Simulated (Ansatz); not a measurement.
# BH₂Cl + HF: a complex and its separated parts

Aim: how far the complex at one end of a reaction step lies below its separated, relaxed parts, level by level.

Method: PBE0-D4/def2-TZVP structures, single points in def2-TZVPP, no counterpoise correction; program: Ansatz 0.2.0, Gaussian basis.

Levels: SPW92, PBE-D4, BLYP-D4, r2SCAN-D4, B97M-V, PBE0-D4, B3LYP-D4, r2SCAN0-D4, BHLYP-D4, CAM-B3LYP-D4, wB97X-V, wB97M-V, B2PLYP, PBE-QIDH, RPA on PBE, Hartree-Fock, MP2, CCSD, CCSD(T).

Cores are frozen in the correlated methods. B3LYP uses VWN-RPA correlation. B2PLYP carries no dispersion term here.

94 further runs of the same task are left out: 94 set aside as unsound or not needed.

### 1 Where the work starts

The complex: 6 atoms, charge 0, spin multiplicity 1.

Atoms are counted from 1 here; the program's logs count them from 0.

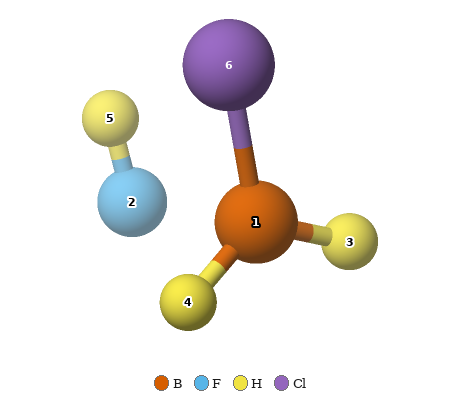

As it starts; boron orange, fluorine blue, hydrogen yellow, chlorine purple; atoms are numbered from 1 in the order of the file.

Coordinates:

```mol
BClFH3
  3D, bonds by distance, orders not assigned

  6  4  0  0  0  0  0  0  0  0999 V2000
   -0.6282   -0.2874   -0.4223 B   0  0
    1.2527    1.0107    0.1852 F   0  0
   -0.0621   -0.7253   -1.3699 H   0  0
   -1.3273    0.6724   -0.4391 H   0  0
    1.3740    0.5807    0.9956 H   0  0
   -0.6093   -1.2512    1.0506 Cl  0  0
  1  3  8  0
  1  4  8  0
  1  6  8  0
  2  5  8  0
M  END
```

Its parts: BH₂Cl holds atoms 1, 3, 4, 6; HF holds atoms 2, 5. Each part counts its atoms afresh in its own runs.

### 2 Relaxing BH₂Cl alone

The input, relax-a/in.yaml:

```yaml
crystal:
  periodic: [false, false, false]
  atoms:
    - {symbol: B, position_ang: [-0.628168, -0.287364, -0.422278]}
    - {symbol: H, position_ang: [-0.062105, -0.725295, -1.369944]}
    - {symbol: H, position_ang: [-1.327304, 0.672432, -0.439132]}
    - {symbol: Cl, position_ang: [-0.609302, -1.251173, 1.050643]}
basis:
  gaussian: {orbitals: def2-TZVP}
hamiltonian: {xc: pbe0, dispersion: d4}
relax: {f_tol: 0.005, max_steps: 200}
```

Started as:

```console
$ ansatz run in.yaml --threads 2 --pin off --events-out ev --progress --plain --max-ram 4352MiB
```

The program printed, shortened:

```text
Functional definition: PBE0
  name "PBE0"
  cite "Adamo & Barone, J. Chem. Phys. 110, 6158 (1999) doi:10.1063/1.478522"
  cite "Perdew, Burke & Ernzerhof, Phys. Rev. Lett. 77, 3865 (1996) doi:10.1103/PhysRevLett.77.3865"
  parent pbe
[...]
525 factors; their error is unknown
[...]
mean field -13227.29261278 eV, -486.0940377386 hartree, gradient 6.5e-5 eV, S^2 0.000000; 0 other end points of the search recorded, 0 dependent functions left out
[...]
reference -13227.29263823 eV, -486.0940386740 hartree; 12, 12 occupied and 68, 68 virtual orbitals, 525 factors
[...]
525 factors; their error is unknown
mean field -13227.31709100 eV, -486.0949372968 hartree, gradient 9.8e-6 eV, S^2 0.000000; 1 other end points of the search recorded, 0 dependent functions left out
[...]
reference -13227.31711634 eV, -486.0949382279 hartree; 12, 12 occupied and 68, 68 virtual orbitals, 525 factors
Total energy: -13227.35006550 eV, -486.0961490872 hartree
Atom 0 at    -0.662069    -0.316614    -0.424435 Å, force    -0.000014     0.000075    -0.000132 eV/Å
Atom 1 at    -0.050100    -0.716042    -1.363844 Å, force     0.000146    -0.000289     0.000132 eV/Å
Atom 2 at    -1.313340     0.679521    -0.434473 Å, force    -0.000120     0.000005     0.000328 eV/Å
Atom 3 at    -0.601370    -1.238265     1.042041 Å, force    -0.000011     0.000208    -0.000328 eV/Å
Dipole moment:    -0.003910     0.059371    -0.094467 e Å
```

Wall time 2.9 s (2 threads of Intel Xeon Platinum 8488C, shared host).

Relaxation path: (the energy doesn't fall at every step)

| step | energy from step 1 (eV) | largest force component (eV/Å) |
| --- | --- | --- |
| 1 | 0.0000 | 0.6473 |
| 2 | 0.1867 | 1.6569 |
| 3 | -0.0230 | 0.1790 |
| 4 | -0.0245 | 0.0064 |
| 5 | -0.0245 | 0.0003 |

Distances of close pairs at the start and the end, largest changes first:

| bond | before (Å) | after (Å) | change (Å) |
| --- | --- | --- | --- |
| B1–Cl4 | 1.760 | 1.733 | -0.027 |
| B1–H3 | 1.188 | 1.190 | +0.003 |
| B1–H2 | 1.188 | 1.190 | +0.003 |

### 3 Relaxing HF alone

The input, relax-b/in.yaml:

```yaml
crystal:
  periodic: [false, false, false]
  atoms:
    - {symbol: F, position_ang: [1.252733, 1.010666, 0.185199]}
    - {symbol: H, position_ang: [1.374045, 0.580734, 0.995613]}
basis:
  gaussian: {orbitals: def2-TZVP}
hamiltonian: {xc: pbe0, dispersion: d4}
relax: {f_tol: 0.005, max_steps: 200}
```

Started as:

```console
$ ansatz run in.yaml --threads 2 --pin off --events-out ev --progress --plain --max-ram 4352MiB
```

The program printed, shortened:

```text
[... 5 set-up lines as earlier in the session ...]
[...]
200 factors; their error is unknown
[...]
mean field -2731.80084784 eV, -100.3918294769 hartree, gradient 6.9e-6 eV, S^2 0.000000; 0 other end points of the search recorded, 0 dependent functions left out
[...]
reference -2731.80170840 eV, -100.3918611021 hartree; 5, 5 occupied and 32, 32 virtual orbitals, 200 factors
Total energy: -2731.80322169 eV, -100.3919167144 hartree
Atom 0 at     1.253083     1.009425     0.187538 Å, force    -0.000118     0.000419    -0.000789 eV/Å
Atom 1 at     1.373695     0.581975     0.993274 Å, force     0.000118    -0.000419     0.000789 eV/Å
Dipole moment:     0.052545    -0.186221     0.351023 e Å
```

Run time: 0.5 s. Hardware: 2 threads of Intel Xeon Platinum 8488C, shared host.

Step by step:

| step | energy from step 1 (eV) | largest force component (eV/Å) |
| --- | --- | --- |
| 1 | 0.0000 | 0.2778 |
| 2 | -0.0008 | 0.0570 |
| 3 | -0.0009 | 0.0008 |

The bond:

| bond | before (Å) | after (Å) | change (Å) |
| --- | --- | --- | --- |
| F1–H2 | 0.925 | 0.920 | -0.005 |

### 4 SPW92/def2-TZVPP

The input, parta/in.yaml:

```yaml
crystal:
  periodic: [false, false, false]
  atoms:
    - {symbol: B, position_ang: [-0.662069, -0.316614, -0.424435]}
    - {symbol: H, position_ang: [-0.050100, -0.716042, -1.363844]}
    - {symbol: H, position_ang: [-1.313340, 0.679521, -0.434473]}
    - {symbol: Cl, position_ang: [-0.601370, -1.238265, 1.042041]}
basis:
  gaussian: {orbitals: def2-TZVPP}
hamiltonian: {xc: lda}
```

The input, partb/in.yaml:

```yaml
crystal:
  periodic: [false, false, false]
  atoms:
    - {symbol: F, position_ang: [1.253083, 1.009425, 0.187538]}
    - {symbol: H, position_ang: [1.373695, 0.581975, 0.993274]}
basis:
  gaussian: {orbitals: def2-TZVPP}
hamiltonian: {xc: lda}
```

One command serves all of them, each in its own folder.

Started as:

```console
$ ansatz run in.yaml --threads 2 --pin off --events-out ev --progress --plain --max-ram 4352MiB
```

Log of parta, shortened:

```text
Functional definition: SPW92
  name "SPW92"
  cite "Dirac, Proc. Camb. Phil. Soc. 26, 376 (1930) doi:10.1017/S0305004100016108"
  cite "Slater, Phys. Rev. 81, 385 (1951) doi:10.1103/PhysRev.81.385"
  cite "Perdew & Wang, Phys. Rev. B 45, 13244 (1992) doi:10.1103/PhysRevB.45.13244"
[...]
581 factors; their error is unknown
[...]
mean field -13183.52657995 eV, -484.4856656979 hartree, gradient 4.9e-5 eV, S^2 0.000000; 0 other end points of the search recorded, 0 dependent functions left out
reference -13183.52661113 eV, -484.4856668438 hartree; 12, 12 occupied and 89, 89 virtual orbitals, 581 factors
Total energy: -13183.52661113 eV, -484.4856668438 hartree
```

Output in partb, shortened:

```text
[... 5 set-up lines as earlier in the session ...]
[...]
215 factors; their error is unknown
[...]
mean field -2716.76650755 eV, -99.8393276622 hartree, gradient 3.5e-5 eV, S^2 0.000000; 0 other end points of the search recorded, 0 dependent functions left out
reference -2716.76651864 eV, -99.8393280694 hartree; 5, 5 occupied and 40, 40 virtual orbitals, 215 factors
Total energy: -2716.76651864 eV, -99.8393280694 hartree
```

They took 0.3 s (parta), 0.1 s (partb) on 2 threads of Intel Xeon Platinum 8488C, shared host.

### 5 PBE-D4/def2-TZVPP

The same edit goes into each in.yaml of step 4 (parta, partb):

```diff
-hamiltonian: {xc: lda}
+hamiltonian: {xc: pbe, dispersion: d4}
```

The same command starts each run, in its folder.

Started as:

```console
$ ansatz run in.yaml --threads 2 --pin off --events-out ev --progress --plain --max-ram 4352MiB
```

parta printed, shortened:

```text
Functional definition: PBE
  name "PBE"
[... 2 set-up lines as earlier in the session ...]
[...]
581 factors; their error is unknown
[...]
mean field -13226.05562142 eV, -486.0485791445 hartree, gradient 9.3e-6 eV, S^2 0.000000; 0 other end points of the search recorded, 0 dependent functions left out
reference -13226.05565468 eV, -486.0485803670 hartree; 12, 12 occupied and 89, 89 virtual orbitals, 581 factors
Total energy: -13226.09575700 eV, -486.0500541000 hartree
```

partb printed, shortened:

```text
[... 4 set-up lines as earlier in the session ...]
[...]
215 factors; their error is unknown
[...]
mean field -2731.84358368 eV, -100.3933999903 hartree, gradient 4.8e-5 eV, S^2 0.000000; 0 other end points of the search recorded, 0 dependent functions left out
reference -2731.84359579 eV, -100.3934004352 hartree; 5, 5 occupied and 40, 40 virtual orbitals, 215 factors
Total energy: -2731.84548967 eV, -100.3934700341 hartree
```

Times: 0.45 s (parta), 0.15 s (partb) on 2 threads of Intel Xeon Platinum 8488C, shared host.

### 6 BLYP-D4/def2-TZVPP

The same edit goes into each in.yaml of step 5 (parta, partb):

```diff
-hamiltonian: {xc: pbe, dispersion: d4}
+hamiltonian: {xc: {name: BLYP}, dispersion: d4}
```

One command serves all of them, each in its own folder.

Started as:

```console
$ ansatz run in.yaml --threads 2 --pin off --events-out ev --progress --plain --max-ram 4352MiB
```

Output in parta, shortened:

```text
Functional definition: BLYP
  name "BLYP"
  cite "Becke, Phys. Rev. A 38, 3098 (1988) doi:10.1103/PhysRevA.38.3098"
  cite "Lee, Yang & Parr, Phys. Rev. B 37, 785 (1988) doi:10.1103/PhysRevB.37.785"
[...]
581 factors; their error is unknown
[...]
mean field -13232.02704116 eV, -486.2680247726 hartree, gradient 1.1e-5 eV, S^2 0.000000; 0 other end points of the search recorded, 0 dependent functions left out
reference -13232.02731697 eV, -486.2680349084 hartree; 12, 12 occupied and 89, 89 virtual orbitals, 581 factors
Total energy: -13232.11982377 eV, -486.2714344707 hartree
```

partb printed, shortened:

```text
[... 4 set-up lines as earlier in the session ...]
[...]
215 factors; their error is unknown
[...]
mean field -2734.23793043 eV, -100.4813906103 hartree, gradient 3.9e-5 eV, S^2 0.000000; 0 other end points of the search recorded, 0 dependent functions left out
reference -2734.23805404 eV, -100.4813951528 hartree; 5, 5 occupied and 40, 40 virtual orbitals, 215 factors
Total energy: -2734.24263603 eV, -100.4815635377 hartree
```

They took 0.45 s (parta), 0.15 s (partb) on 2 threads of Intel Xeon Platinum 8488C, shared host.

### 7 r2SCAN-D4/def2-TZVPP

The same edit goes into each in.yaml of step 6 (parta, partb):

```diff
-hamiltonian: {xc: {name: BLYP}, dispersion: d4}
+hamiltonian: {xc: r2scan, dispersion: d4}
```

The same command starts each run, in its folder.

Started as:

```console
$ ansatz run in.yaml --threads 2 --pin off --events-out ev --progress --plain --max-ram 4352MiB
```

Log of parta, shortened:

```text
Functional definition: r2SCAN
  name "r2SCAN"
  cite "Furness, Kaplan, Ning, Perdew & Sun, J. Phys. Chem. Lett. 11, 8208 (2020) doi:10.1021/acs.jpclett.0c02405"
  cite "Furness, Kaplan, Ning, Perdew & Sun, J. Phys. Chem. Lett. 11, 9248 (2020) doi:10.1021/acs.jpclett.0c03077"
  parent r2scan
[...]
581 factors; their error is unknown
[...]
mean field -13231.13922958 eV, -486.2353982987 hartree, gradient 9.1e-6 eV, S^2 0.000000; 0 other end points of the search recorded, 0 dependent functions left out
reference -13231.13923898 eV, -486.2353986442 hartree; 12, 12 occupied and 89, 89 virtual orbitals, 581 factors
Total energy: -13231.14793376 eV, -486.2357181715 hartree
```

partb printed, shortened:

```text
[... 5 set-up lines as earlier in the session ...]
[...]
215 factors; their error is unknown
[...]
mean field -2733.29261818 eV, -100.4466510260 hartree, gradient 6.5e-6 eV, S^2 0.000000; 0 other end points of the search recorded, 0 dependent functions left out
reference -2733.29262136 eV, -100.4466511429 hartree; 5, 5 occupied and 40, 40 virtual orbitals, 215 factors
Total energy: -2733.29307890 eV, -100.4466679569 hartree
```

Wall times: 0.75 s (parta), 0.3 s (partb) on 2 threads of Intel Xeon Platinum 8488C, shared host.

### 8 B97M-V/def2-TZVPP

The same edit goes into each in.yaml of step 7 (parta, partb):

```diff
-hamiltonian: {xc: r2scan, dispersion: d4}
+hamiltonian: {xc: {name: B97M-V}}
```

The same command starts each run, in its folder.

Started as:

```console
$ ansatz run in.yaml --threads 2 --pin off --events-out ev --progress --plain --max-ram 4352MiB
```

Log of parta, shortened:

```text
Functional definition: B97M-V
  name "B97M-V"
  cite "Mardirossian & Head-Gordon, J. Chem. Phys. 142, 074111 (2015) doi:10.1063/1.4907719"
  cite "Becke, J. Chem. Phys. 107, 8554 (1997) doi:10.1063/1.475007"
  cite "Vydrov & Van Voorhis, J. Chem. Phys. 133, 244103 (2010) doi:10.1063/1.3521275"
  # Of w^i u^j: cxij and so on, Table III.
[...]
  gx(w, u) = cx00 + cx01*u + cx02*u^2 + (cx10 + cx11*u)*w
[...]
  gos(w, u) = cos00 + cos01*u + cos03*u^3 + cos10*w + cos32*w^3*u^2
[...]
      + integral(e_c_pw_mod_opposite_spin*gos(b97_w_opposite, b97_u_opposite)) + vv10(b, c)
581 factors; their error is unknown
[...]
mean field -13229.55976521 eV, -486.1773540539 hartree, gradient 8.2e-5 eV, S^2 0.000000; 0 other end points of the search recorded, 0 dependent functions left out
reference -13229.55981252 eV, -486.1773557922 hartree; 12, 12 occupied and 89, 89 virtual orbitals, 581 factors
Total energy: -13229.55981252 eV, -486.1773557922 hartree
```

Output in partb, shortened:

```text
[... 5 set-up lines as earlier in the session ...]
  # Of w^i u^j: cxij and so on, Table III.
[...]
  gx(w, u) = cx00 + cx01*u + cx02*u^2 + (cx10 + cx11*u)*w
[...]
  gos(w, u) = cos00 + cos01*u + cos03*u^3 + cos10*w + cos32*w^3*u^2
[...]
      + integral(e_c_pw_mod_opposite_spin*gos(b97_w_opposite, b97_u_opposite)) + vv10(b, c)
215 factors; their error is unknown
[...]
mean field -2733.38837628 eV, -100.4501700710 hartree, gradient 2.3e-5 eV, S^2 0.000000; 0 other end points of the search recorded, 0 dependent functions left out
reference -2733.38839399 eV, -100.4501707220 hartree; 5, 5 occupied and 40, 40 virtual orbitals, 215 factors
Total energy: -2733.38839399 eV, -100.4501707220 hartree
```

Wall times: 1.3 s (parta), 0.3 s (partb) on 2 threads of Intel Xeon Platinum 8488C, shared host.

### 9 PBE0-D4/def2-TZVPP

Each input of step 8 (parta, partb) changes in the same lines:

```diff
-hamiltonian: {xc: {name: B97M-V}}
+hamiltonian: {xc: pbe0, dispersion: d4}
+output: {orbitals: {seedname: orbitals}}
```

Each run has its own folder and the same command.

Started as:

```console
$ ansatz run in.yaml --threads 2 --pin off --events-out ev --progress --plain --max-ram 4352MiB
```

Log of parta, shortened:

```text
[... 5 set-up lines as earlier in the session ...]
[...]
612 factors; their error is unknown
[...]
mean field -13227.32739154 eV, -486.0953158345 hartree, gradient 5.6e-5 eV, S^2 0.000000; 0 other end points of the search recorded, 0 dependent functions left out
reference -13227.32741678 eV, -486.0953167622 hartree; 12, 12 occupied and 89, 89 virtual orbitals, 612 factors
Total energy: -13227.36036594 eV, -486.0965276214 hartree
```

Output in partb, shortened:

```text
[... 5 set-up lines as earlier in the session ...]
[...]
215 factors; their error is unknown
[...]
mean field -2731.86111981 eV, -100.3940444309 hartree, gradient 4.0e-5 eV, S^2 0.000000; 0 other end points of the search recorded, 0 dependent functions left out
reference -2731.86112852 eV, -100.3940447511 hartree; 5, 5 occupied and 40, 40 virtual orbitals, 215 factors
Total energy: -2731.86264181 eV, -100.3941003634 hartree
```

They took 0.5 s (parta), 0.15 s (partb) on 2 threads of Intel Xeon Platinum 8488C, shared host.

### 10 B3LYP-D4/def2-TZVPP

Each input of step 9 (parta, partb) changes in the same lines:

```diff
-hamiltonian: {xc: pbe0, dispersion: d4}
-output: {orbitals: {seedname: orbitals}}
+hamiltonian: {xc: {name: B3LYP}, dispersion: d4}
```

The same command starts each run, in its folder.

Started as:

```console
$ ansatz run in.yaml --threads 2 --pin off --events-out ev --progress --plain --max-ram 4352MiB
```

Log of parta, shortened:

```text
Functional definition: B3LYP
  name "B3LYP"
  cite "Stephens, Devlin, Chabalowski & Frisch, J. Phys. Chem. 98, 11623 (1994) doi:10.1021/j100096a001"
[... 2 set-up lines as earlier in the session ...]
  cite "Vosko, Wilk & Nusair, Can. J. Phys. 58, 1200 (1980) doi:10.1139/p80-159"
[...]
600 factors; their error is unknown
[...]
mean field -13233.20214415 eV, -486.3112090109 hartree, gradient 4.2e-5 eV, S^2 0.000000; 0 other end points of the search recorded, 0 dependent functions left out
reference -13233.20235230 eV, -486.3112166604 hartree; 12, 12 occupied and 89, 89 virtual orbitals, 600 factors
Total energy: -13233.26818608 eV, -486.3136360070 hartree
```

Log of partb, shortened:

```text
[... 6 set-up lines as earlier in the session ...]
[...]
215 factors; their error is unknown
[...]
mean field -2734.54625844 eV, -100.4927214555 hartree, gradient 1.9e-5 eV, S^2 0.000000; 0 other end points of the search recorded, 0 dependent functions left out
reference -2734.54634928 eV, -100.4927247938 hartree; 5, 5 occupied and 40, 40 virtual orbitals, 215 factors
Total energy: -2734.54933898 eV, -100.4928346635 hartree
```

Times: 0.6 s (parta), 0.15 s (partb) on 2 threads of Intel Xeon Platinum 8488C, shared host.

### 11 r2SCAN0-D4/def2-TZVPP

Each input of step 10 (parta, partb) changes in the same lines:

```diff
-hamiltonian: {xc: {name: B3LYP}, dispersion: d4}
+hamiltonian: {xc: {name: r2SCAN0}, dispersion: d4}
```

One command serves all of them, each in its own folder.

Started as:

```console
$ ansatz run in.yaml --threads 2 --pin off --events-out ev --progress --plain --max-ram 4352MiB
```

Output in parta, shortened:

```text
Functional definition: r2SCAN0
  name "r2SCAN0"
  cite "Bursch, Neugebauer, Ehlert & Grimme, J. Chem. Phys. 156, 134105 (2022) doi:10.1063/5.0086040"
[... 3 set-up lines as earlier in the session ...]
[...]
612 factors; their error is unknown
[...]
mean field -13231.05630624 eV, -486.2323509224 hartree, gradient 2.4e-5 eV, S^2 0.000000; 0 other end points of the search recorded, 0 dependent functions left out
reference -13231.05631368 eV, -486.2323511958 hartree; 12, 12 occupied and 89, 89 virtual orbitals, 612 factors
Total energy: -13231.06661477 eV, -486.2327297539 hartree
```

Log of partb, shortened:

```text
[... 6 set-up lines as earlier in the session ...]
[...]
215 factors; their error is unknown
[...]
mean field -2732.94546562 eV, -100.4338934044 hartree, gradient 6.6e-5 eV, S^2 0.000000; 0 other end points of the search recorded, 0 dependent functions left out
reference -2732.94546808 eV, -100.4338934949 hartree; 5, 5 occupied and 40, 40 virtual orbitals, 215 factors
Total energy: -2732.94597005 eV, -100.4339119420 hartree
```

They took 0.9 s (parta), 0.3 s (partb) on 2 threads of Intel Xeon Platinum 8488C, shared host.

### 12 BHLYP-D4/def2-TZVPP

Each input of step 11 (parta, partb) changes in the same lines:

```diff
-hamiltonian: {xc: {name: r2SCAN0}, dispersion: d4}
+hamiltonian: {xc: {name: BHLYP}, dispersion: d4}
```

The same command starts each run, in its folder.

Started as:

```console
$ ansatz run in.yaml --threads 2 --pin off --events-out ev --progress --plain --max-ram 4352MiB
```

parta printed, shortened:

```text
Functional definition: BHLYP
  name "BHLYP"
  cite "Becke, J. Chem. Phys. 98, 1372 (1993) doi:10.1063/1.464304"
[... 2 set-up lines as earlier in the session ...]
[...]
671 factors; their error is unknown
[...]
mean field -13232.25576154 eV, -486.2764300915 hartree, gradient 3.2e-5 eV, S^2 0.000000; 0 other end points of the search recorded, 0 dependent functions left out
reference -13232.25590445 eV, -486.2764353434 hartree; 12, 12 occupied and 89, 89 virtual orbitals, 671 factors
Total energy: -13232.30478244 eV, -486.2782315762 hartree
```

Output in partb, shortened:

```text
[... 5 set-up lines as earlier in the session ...]
[...]
234 factors; their error is unknown
[...]
mean field -2733.43314158 eV, -100.4518151654 hartree, gradient 1.2e-5 eV, S^2 0.000000; 0 other end points of the search recorded, 0 dependent functions left out
reference -2733.43320211 eV, -100.4518173900 hartree; 5, 5 occupied and 40, 40 virtual orbitals, 234 factors
Total energy: -2733.43493008 eV, -100.4518808915 hartree
```

They took 0.55 s (parta), 0.15 s (partb) on 2 threads of Intel Xeon Platinum 8488C, shared host.

### 13 CAM-B3LYP-D4/def2-TZVPP

The same edit goes into each in.yaml of step 12 (parta, partb):

```diff
-hamiltonian: {xc: {name: BHLYP}, dispersion: d4}
+hamiltonian: {xc: {name: CAM-B3LYP}, dispersion: d4}
```

The same command starts each run, in its folder.

Started as:

```console
$ ansatz run in.yaml --threads 2 --pin off --events-out ev --progress --plain --max-ram 4352MiB
```

Output in parta, shortened:

```text
Functional definition: CAM-B3LYP
  name "CAM-B3LYP"
  cite "Yanai, Tew & Handy, Chem. Phys. Lett. 393, 51 (2004) doi:10.1016/j.cplett.2004.06.011"
  cite "Iikura, Tsuneda, Yanai & Hirao, J. Chem. Phys. 115, 3540 (2001) doi:10.1063/1.1383587"
[... 2 set-up lines as earlier in the session ...]
[...]
  # Exact exchange under (alpha + beta erf(omega r))/r, Becke's under what is left of 1/r.
[...]
600 factors; their error is unknown
137 factors; integrals over basis functions are off by at most 2.8e-5 eV
[...]
mean field -13232.42136910 eV, -486.2825160570 hartree, gradient 6.8e-5 eV, S^2 0.000000; 0 other end points of the search recorded, 0 dependent functions left out
reference -13232.42147055 eV, -486.2825197852 hartree; 12, 12 occupied and 89, 89 virtual orbitals, 600 factors
Total energy: -13232.45447967 eV, -486.2837328480 hartree
```

partb printed, shortened:

```text
[... 6 set-up lines as earlier in the session ...]
[...]
  # Exact exchange under (alpha + beta erf(omega r))/r, Becke's under what is left of 1/r.
[...]
215 factors; their error is unknown
48 factors; integrals over basis functions are off by at most 4.9e-5 eV
[...]
mean field -2733.85902716 eV, -100.4674661719 hartree, gradient 6.2e-5 eV, S^2 0.000000; 0 other end points of the search recorded, 0 dependent functions left out
reference -2733.85907129 eV, -100.4674677938 hartree; 5, 5 occupied and 40, 40 virtual orbitals, 215 factors
Total energy: -2733.86051161 eV, -100.4675207246 hartree
```

Times: 0.6 s (parta), 0.2 s (partb) on 2 threads of Intel Xeon Platinum 8488C, shared host.

[end of part 1 of 2]
